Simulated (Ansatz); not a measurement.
# Nb4Si: what a guessed cell relaxes into

The task: take a trial cell of Nb4Si to zero force and stress.

Program: Ansatz 0.2.0. Level of theory: DFT PBE, scalar-relativistic, plane waves, PAW. These are calculated values, not measurements.

2 further runs of the same task are left out: 1 that didn't finish, 1 set aside as unsound or not needed.

**1. The structure to begin with**

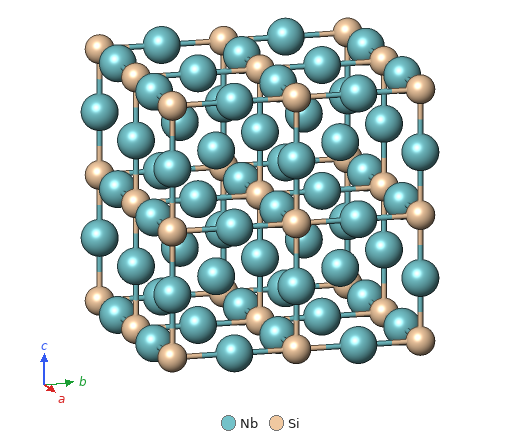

The starting structure, seen slightly off an axis (niobium teal, silicon light orange). 2×2×2 cells are drawn. Atoms on the faces are drawn again on the opposite ones.

As a file:

```cif
data_structure
_symmetry_space_group_name_H-M 'P 1'
_symmetry_Int_Tables_number 1
_cell_length_a 4.4119
_cell_length_b 4.4119
_cell_length_c 4.4119
_cell_angle_alpha 90.000
_cell_angle_beta 90.000
_cell_angle_gamma 90.000
_cell_volume 85.88
loop_
_atom_site_label
_atom_site_type_symbol
_atom_site_fract_x
_atom_site_fract_y
_atom_site_fract_z
_atom_site_occupancy
Nb1 Nb 0.50000 0.00000 0.00000 1
Nb2 Nb 0.00000 0.50000 0.00000 1
Nb3 Nb 0.00000 0.00000 0.50000 1
Nb4 Nb 0.50000 0.50000 0.50000 1
Si1 Si 0.00000 0.00000 0.00000 1
```

The cell is invented: random cell by space group and Wyckoff sites (Pm-3m, No. 221). Its size is a rough estimate.

**2. The guess as it stands, on a coarse mesh**

Contents of input.yaml:

```yaml
crystal:
  lattice:
    - [4.4119203, 0.0, 0.0]
    - [0.0, 4.4119203, 0.0]
    - [0.0, 0.0, 4.4119203]
  atoms:
    - { symbol: Nb, position: [0.5, 0.0, 0.0] }
    - { symbol: Nb, position: [0.0, 0.5, 0.0] }
    - { symbol: Nb, position: [0.0, 0.0, 0.5] }
    - { symbol: Nb, position: [0.5, 0.5, 0.5] }
    - { symbol: Si, position: [0.0, 0.0, 0.0] }
basis:
  ecutwfc: 420
kpoints:
  mp_grid: { grid: [4, 4, 4] }
hamiltonian:
  xc: pbe
scf:
  occupations: { method: gaussian, width: 0.1 }
  lower_state_search: "off"
output:
  forces: true
  stress: true
  eigenvalues: true
```

Command:

```console
$ ansatz run input.yaml --threads 1 --pin off --max-ram 2048MiB --backend cpu --events-out ev --progress --plain --runs-dir out
```

The session goes on with these runs: coarse relaxation; spin check on a coarse mesh; relaxation on the finer mesh.

What does the calculation give? Wanted: conventional cell; volume; energy over the elements; gap on the mesh.

The runs gave:

| quantity | value |
| --- | --- |
| symmetry at the end (tolerance 0.05 Å) | space group Pm-3m (No. 221) |
| conventional cell | a = 4.656 Å, b = 4.656 Å, c = 4.656 Å, α = 90.00°, β = 90.00°, γ = 90.00° |
| volume | 20.19 Å³/atom |
| energy over the elements | +0.68 eV/atom |
| gap on the mesh | none (metal) |

In words: The space group Pm-3m (No. 221) is kept, and the volume per atom grows by 17.6 % from the first guess. With a positive formation energy it can't be a ground state. No finished test with a distortion of lower symmetry is shown, so the end may be a saddle point. Other magnetic orders were not searched.
